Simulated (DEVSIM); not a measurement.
Device: illuminated Si p-on-n cell, one wavelength, with a back-surface field, at 400 K.

| layer (left to right) | material | thickness (μm) | Nd (cm⁻³) | Na (cm⁻³) | τn (s) | τp (s) | absorption coefficient (cm⁻¹) |
|---|---|---|---|---|---|---|---|
| 1 | Si | 0.0830 | - | 1.9e18 | 1.6e-8 | 4.6e-8 | 440 |
| 2 | Si | 100 | 9.4e16 | - | 1.5e-6 | 1.5e-6 | 440 |
| 3 | Si | 0.820 | 2e17 | - | 1.5e-6 | 1.5e-6 | 440 |

Left contact: ohmic, minority electron recombination velocity 4e5 cm/s. Right contact: ohmic, minority hole recombination velocity 400 cm/s. Voltage is applied to the left contact. Recombination: SRH at mid-gap, radiative, Auger. Light enters at the left, 1.7e18 photons cm⁻² s⁻¹, one pass, no reflection. Mobility is constant in doping.

This is a model device: material constants are rounded textbook-type values typed into the input, and sizes, dopings and lifetimes were drawn at random. Values at 300 K; Nc and Nv go as T^1.5, mobilities as T to minus their exponent, the gap by Varshni's rule with the affinity fixed.

| parameter | Si |
|---|---|
| gap (eV) | 1.124 |
| affinity (eV) | 4.05 |
| permittivity | 11.7 |
| Nc (cm⁻³) | 2.86e19 |
| Nv (cm⁻³) | 3.1e19 |
| μn (cm²/Vs) | 1417 |
| μp (cm²/Vs) | 470 |
| T exponent of μn | 2.3 |
| T exponent of μp | 2.2 |
| B (cm³/s) | 4.7e-15 |
| Cn (cm⁶/s) | 2.8e-31 |
| Cp (cm⁶/s) | 9.9e-32 |
| Varshni α (eV/K) | 0.000473 |
| Varshni β (K) | 636 |

DEVSIM, 1D drift-diffusion, Boltzmann statistics, complete ionisation; no tunnelling, impact ionisation, image-force lowering or self-heating.

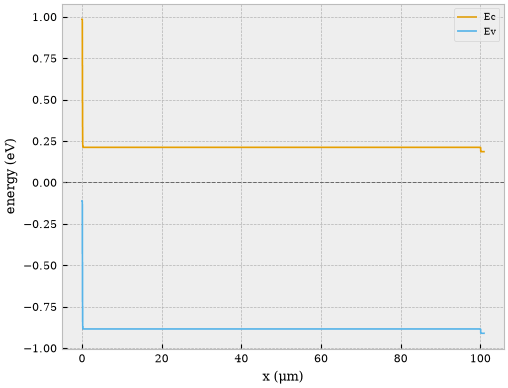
Figure. Band edges at zero bias, in the dark

Energies count from the Fermi level of the right contact; mesh points crowd at the junctions.

```tsv
x (μm)	Ec (eV)	Ev (eV)	n (cm⁻³)	p (cm⁻³)	field (V/cm)
0.000	0.985	-0.111	1.7e7	1.9e18	≈ 0
0.03217	0.985	-0.111	1.7e7	1.9e18	≈ 0
0.06882	0.984	-0.113	1.8e7	1.8e18	-4900
0.09980	0.696	-0.400	7.4e10	4.3e14	-110000
0.2224	0.213	-0.883	9.0e16	3.6e8	-870
0.5122	0.212	-0.884	9.4e16	3.4e8	≈ 0
1.368	0.212	-0.884	9.4e16	3.4e8	≈ 0
5.301	0.212	-0.884	9.4e16	3.4e8	≈ 0
15.20	0.212	-0.884	9.4e16	3.4e8	≈ 0
42.05	0.212	-0.884	9.4e16	3.4e8	≈ 0
78.87	0.212	-0.884	9.4e16	3.4e8	≈ 0
94.80	0.212	-0.884	9.4e16	3.4e8	≈ 0
98.19	0.212	-0.884	9.4e16	3.4e8	≈ 0
99.44	0.212	-0.884	9.4e16	3.4e8	≈ 0
99.94	0.212	-0.884	9.4e16	3.4e8	≈ 0
100.0	0.210	-0.886	9.8e16	3.3e8	-1100
100.1	0.194	-0.902	1.6e17	2.1e8	-7700
100.1	0.186	-0.910	2.0e17	1.6e8	-81
100.3	0.186	-0.910	2.0e17	1.6e8	≈ 0
100.7	0.186	-0.910	2.0e17	1.6e8	≈ 0
100.8	0.186	-0.910	2.0e17	1.6e8	≈ 0
100.9	0.186	-0.910	2.0e17	1.6e8	≈ 0
```
